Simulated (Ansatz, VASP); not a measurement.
**Cross-check of SiW between VASP and Ansatz**

Wanted: the spread between two codes on one cell, functional and k mesh. The cell is invented: As first built, before any earlier steps moved the atoms: it takes the WC structure with some of its atoms replaced by other elements, volume scaled by an estimate. It may not be a known or stable phase. The cell comes out of the VASP series on this material, whose earlier steps may have relaxed, scaled or displaced it; both programs get it as it stands.

Program: Ansatz 0.2.0. Level of theory: plane waves, with VASP 6.6.1 beside it; band structure at HSE06. Results are calculated unless marked as measured.

## Step 1: The structure

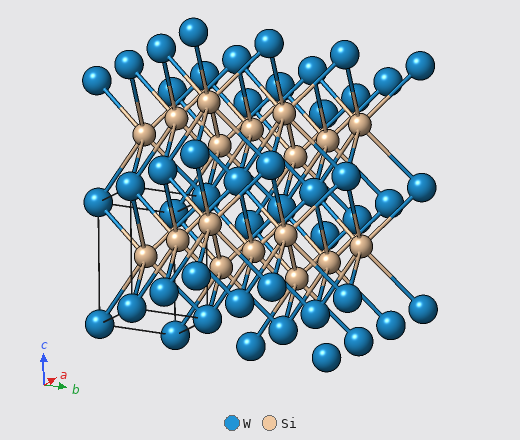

The cell as given, slightly off an axis (tungsten blue, silicon light orange). 3×3×2 cells are drawn. Bonds to atoms that aren't drawn are left out. Some periodic images of atoms are drawn too.

## Step 2: VASP: band structure, HSE06

Levels along a path test the potential and the projectors away from the mesh points.

Lines of VASP's logs that name or quote its potential files are left out, and so is its time.

Contents of INCAR:

```
SYSTEM = SiW
PREC = Accurate
ENCUT = 400
EDIFF = 1E-06
NELM = 100
ISMEAR = 0
SIGMA = 0.02
LREAL = .FALSE.
ALGO = Normal
LHFCALC = .TRUE.
AEXX = 0.25
GGA = PE
HFSCREEN = 0.2
LASPH = .TRUE.
PRECFOCK = Fast
LORBIT = 11
LWAVE = .FALSE.
LCHARG = .FALSE.
KPAR = 4
```

Contents of POSCAR:

```
SiW
1.0
    3.1462339355     -0.0000000082      0.0000000000
   -1.5731174854      2.7247182678      0.0000000000
    0.0000000000      0.0000000000      3.4999919662
W Si
1 1
Direct
    0.0000000000      0.0000000000      0.0000000000
    0.6666666700      0.3333333300      0.5000000000
```

Contents of KPOINTS:

```
Automatic mesh
0
Gamma
5 5 4
0 0 0
```

Contents of KPOINTS_OPT:

```
Line mode
10
Line-mode
Reciprocal
  0.00000000   0.00000000   0.00000000 GAMMA
  0.50000000   0.00000000   0.00000000 M

  0.50000000   0.00000000   0.00000000 M
  0.33333333   0.33333333   0.00000000 K

  0.33333333   0.33333333   0.00000000 K
  0.00000000   0.00000000   0.00000000 GAMMA

  0.00000000   0.00000000   0.00000000 GAMMA
  0.00000000   0.00000000   0.50000000 A

  0.00000000   0.00000000   0.50000000 A
  0.50000000   0.00000000   0.50000000 L

  0.50000000   0.00000000   0.50000000 L
  0.33333333   0.33333333   0.50000000 H

  0.33333333   0.33333333   0.50000000 H
  0.00000000   0.00000000   0.50000000 A

  0.50000000   0.00000000   0.50000000 L
  0.50000000   0.00000000   0.00000000 M

  0.33333333   0.33333333   0.00000000 K
  0.33333333   0.33333333   0.50000000 H
```

The projector-augmented-wave data sets are W and Si (PBE family, release 64).

Run with:

```console
$ mpirun -np 4 vasp_std
```

Numbers of over 12 decimals in the logs are rounded to 6 here.

What it wrote:

```text
[banner, memory and clock lines left out]
running    4 mpi-ranks, on    1 nodes
 distrk:  each k-point on    1 cores,    4 groups
 distr:  one band on    1 cores,    1 groups

 POSCAR found type information on POSCAR W Si
 POSCAR found :  2 types and       2 ions
 LDA part: xc-table for (Slater+PW92), standard interpolation
 found WAVECAR, reading the header
 POSCAR, INCAR and KPOINTS ok, starting setup
 FFT: planning ... GRIDC
 FFT: planning ... GRID_SOFT
 FFT: planning ... GRID
 reading WAVECAR
 the WAVECAR file was read successfully
 initial charge from wavefunction
 entering main loop
       N       E                     dE             d eps       ncg     rms          rms(c)
DAV:   1    -0.215688175343E+02   -0.21569E+02   -0.86583E-01   270   0.142E+01    0.829E+00
DAV:   2    -0.215716745475E+02   -0.28570E-02   -0.13013E-02   315   0.879E-01    0.499E+00
DAV:   3    -0.215707980919E+02    0.87646E-03   -0.25781E-03   312   0.356E-01    0.288E+00
DAV:   4    -0.215706002606E+02    0.19783E-03   -0.44058E-04   326   0.144E-01    0.168E+00
DAV:   5    -0.215704859604E+02    0.11430E-03   -0.11020E-04   317   0.665E-02    0.997E-01
DAV:   6    -0.215704516727E+02    0.34288E-04   -0.38718E-05   319   0.392E-02    0.592E-01
DAV:   7    -0.215704442866E+02    0.73861E-05   -0.11171E-05   344   0.215E-02    0.350E-01
DAV:   8    -0.215704435444E+02    0.74217E-06   -0.31470E-06   256   0.117E-02
   1 F= -.21570444E+02 E0= -.21570261E+02  d E =-.365660E-03
 Start KPOINTS_OPT (optional k-point list driver)
k-point batch [1-15\90]
       N       E                     dE             ncg
DAV:   1     0.116673144152E+04   -0.20629E+04      270
DAV:   2     0.607245967187E+03   -0.55949E+03      315
DAV:   3     0.549570774472E+03   -0.57675E+02      329
DAV:   4     0.547657519846E+03   -0.19133E+01      406
DAV:   5     0.547603341460E+03   -0.54178E-01      385
DAV:   6     0.547601639675E+03   -0.17018E-02      373
DAV:   7     0.547601606657E+03   -0.33018E-04      359
DAV:   8     0.547601605929E+03   -0.72722E-06      342
[...]
k-point batch [76-90\90]
       N       E                     dE             ncg
DAV:   1     0.106784735529E+04   -0.47335E+04      270
DAV:   2     0.554516829959E+03   -0.51333E+03      322
DAV:   3     0.512539119460E+03   -0.41978E+02      362
DAV:   4     0.511325021509E+03   -0.12141E+01      393
DAV:   5     0.511304464883E+03   -0.20557E-01      366
DAV:   6     0.511304129370E+03   -0.33551E-03      379
DAV:   7     0.511304122585E+03   -0.67845E-05      379
DAV:   8     0.511304122448E+03   -0.13785E-06      334
```

Parts of OUTCAR (step 2):

```text
ion  position               nearest neighbor table
   1  0.000  0.000  0.000-   2 2.52   2 2.52   2 2.52   2 2.52   2 2.52   2 2.52
   2  0.667  0.333  0.500-   1 2.52   1 2.52   1 2.52   1 2.52   1 2.52   1 2.52

  LATTYP: Found a hexagonal cell.
 ALAT       =     3.1462339355
 C/A-ratio  =     1.1124385656

 Subroutine GETGRP returns: Found 12 space group operations
 (whereof 12 operations were pure point group operations)

The static configuration has the point symmetry D_3h.

 Found     15 irreducible k-points:

   k-points           NKPTS =     15   k-points in BZ     NKDIM =    100   number of bands    NBANDS=      9

   dimension x,y,z NGX =    24 NGY =   24 NGZ =   24
   dimension x,y,z NGXF=    48 NGYF=   48 NGZF=   48

   ENCUT  =  400.0 eV  29.40 Ry    5.42 a.u.   5.13  5.13  5.71*2*pi/ulx,y,z

   NELECT =      10.0000    total number of electrons

 k-points in reciprocal lattice and weights: Automatic mesh
   0.00000000  0.00000000  0.00000000       0.010
   0.20000000  0.00000000  0.00000000       0.060
   0.40000000 -0.00000000  0.00000000       0.060
   0.20000000  0.20000000  0.00000000       0.060
   0.40000000  0.20000000  0.00000000       0.060
   0.00000000  0.00000000  0.25000000       0.020
   0.20000000  0.00000000  0.25000000       0.120
   0.40000000 -0.00000000  0.25000000       0.120
   0.20000000  0.20000000  0.25000000       0.120
[...]
0.20000000  0.20000000  0.50000000       0.060
   0.40000000  0.20000000  0.50000000       0.060

  exchange ACFDT corr.  =         0.00000000  see jH, gK, PRB 81, 115126

 average (electrostatic) potential at core
       1 -32.7731       2 -76.8241

 E-fermi :   8.4192

 k-point     1 :       0.0000    0.0000    0.0000
  band No.  band energies     occupation
      1      -5.3358      2.00000
      2       3.8250      2.00000
      3       6.4747      2.00000
      4       6.4747      2.00000
      5       8.3167      2.00000
      6       9.6432      0.00000
      7       9.6433      0.00000
      8      16.1151      0.00000
      9      16.1151      0.00000

 k-point     2 :       0.2000    0.0000    0.0000
  band No.  band energies     occupation
      1      -4.3598      2.00000
      2       4.1596      2.00000
      3       5.3184      2.00000
      4       5.9883      2.00000
      5       7.5179      2.00000
      6       9.2068      0.00000
      7      12.4650      0.00000
      8      12.6488      0.00000
      9      14.4616      0.00000

 k-point     3 :       0.4000   -0.0000    0.0000
  band No.  band energies     occupation
      1      -1.9103      2.00000
      2       2.2129      2.00000
      3       4.4176      2.00000
      4       4.7784      2.00000
      5       8.5923      0.00000
      6       9.8267      0.00000
      7      12.2952      0.00000
      8      12.6862      0.00000
      9      14.4038      0.00000

  energy-cutoff  :      400.00
  volume of cell :       30.00
      direct lattice vectors                 reciprocal lattice vectors
     3.146233936 -0.000000008  0.000000000     0.317840320  0.183505271  0.000000000
    -1.573117485  2.724718268  0.000000000     0.000000001  0.367010422  0.000000000
     0.000000000  0.000000000  3.499991966     0.000000000  0.000000000  0.285714942

 POSITION                                       TOTAL-FORCE (eV/Angst)
 -----------------------------------------------------------------------------------
      0.00000      0.00000      0.00000         0.000000      0.000000      0.000000
      1.57312      0.90824      1.75000        -0.000000     -0.000000      0.000000
 -----------------------------------------------------------------------------------
    total drift:                               -0.000073     -0.000110      0.000000

  FREE ENERGIE OF THE ION-ELECTRON SYSTEM (eV)
  ---------------------------------------------------
  free  energy   TOTEN  =       -21.5704435444 eV

  energy  without entropy=      -21.5700778841  energy(sigma->0) =      -21.57026071

 total charge
# of ion       s       p       d       tot
------------------------------------------
    1        0.649   0.646   4.509   5.804
    2        0.774   0.969   0.000   1.743
--------------------------------------------------
tot          1.423   1.615   4.509   7.546

[... 3 further parts left out ...]
```

[end of part 1 of 2]

[Lines on the potential files, build, host, timing and source positions are cut from VASP's logs without a mark.]

[Logs are printed without paths, hosts, clocks, repeated set-up lines and the standing remarks that a program may print on its own settings, such as how far it seeks lower states.]

[Hosts, paths, dates, database ids (printed as entryN), source tags and the programs' standing remarks are cut or masked in the printed files.]
